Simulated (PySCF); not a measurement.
## Electronic structure of C5H9AlO3 in real space

Input file:

```
{"job": {"kind": "nmr", "xc": "PBE0", "basis": "pcSseg-1"}, "charge": 0, "multiplicity": 1}
C      2.641931    -0.759656     0.485232
O      1.637710     0.045505    -0.082414
C      1.989598     1.107798    -0.915383
C      0.914918     1.741263    -1.344016
Al    -0.338796     0.538753    -0.358052
O     -0.735752    -0.800977     0.657708
C     -2.113116    -0.941070     0.830432
C     -2.878281     0.188465     0.050762
O     -1.972784     1.001754    -0.604974
H      2.127483    -1.504176     1.088389
H      3.229275    -1.259393    -0.291793
H      3.305509    -0.165936     1.122054
H      3.050132     1.252725    -1.084373
H      0.939779     2.593076    -1.997785
H     -2.350793    -0.878727     1.897844
H     -2.426318    -1.921740     0.455989
H     -3.560773    -0.267143    -0.676141
H     -3.468482     0.786518     0.754863
```

Launched as:

```sh
OMP_NUM_THREADS=1 python probes_run.py task.json out
```

Geometry: GFN2-xTB.

All numbers below come from PBE0/pcSseg-1, SCF density, gas phase, non-relativistic (PySCF).

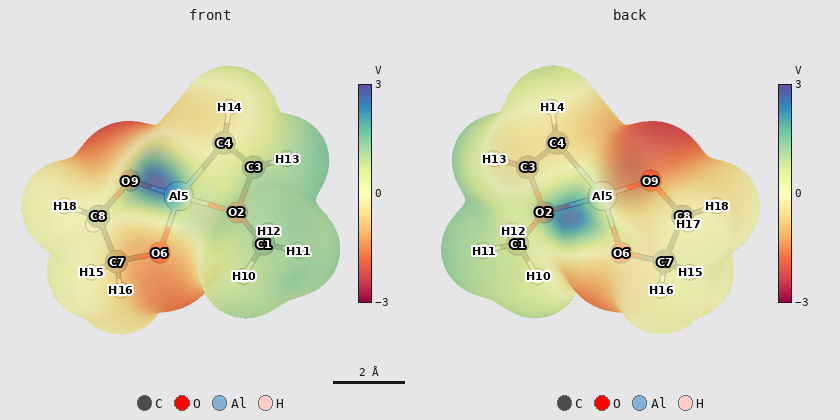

Figure 1. The molecular electrostatic potential painted on the density surface at 0.002 e/bohr³, seen from the front and from behind; the colour scale runs from red (negative) to blue (positive).

Describe the electrostatic potential map.

The most negative region (about −2.2 V, or −51 kcal/mol for a unit charge) lies over O9, the most positive (about +2.6 V, or +60 kcal/mol for a unit charge) over Al5. O9 is the likeliest acceptor of a hydrogen bond.

What dipole moment does the calculation give?

Its dipole moment is 4.52 D.

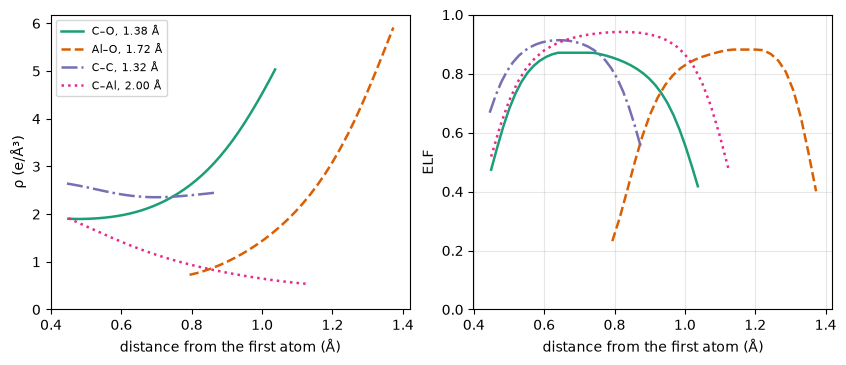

Figure 2. Electron density and ELF along straight lines between neighbouring atoms. The curves leave out the atomic cores.

Compare the contacts.

C–O (1.38 Å): the density is about 2.2 e/Å³ at the midpoint, with its minimum of 1.9 e/Å³ about 0.5 Å from C; the ELF peaks at about 0.85 between the atoms (a polar covalent bond).
Al–O (1.72 Å): ρ at the midpoint is about 0.87 e/Å³; the ELF peaks at about 0.90 in the valence shell of O, 0.6 Å from its nucleus, and is about 0.50 at the midpoint.
C–C (1.32 Å): the density is about 2.4 e/Å³ at the midpoint; the ELF peaks at about 0.90 between the atoms; a multiple bond.
C–Al (2.00 Å): ρ at the midpoint is about 0.65 e/Å³; the ELF peaks at about 0.95 between the atoms: a polar covalent bond.
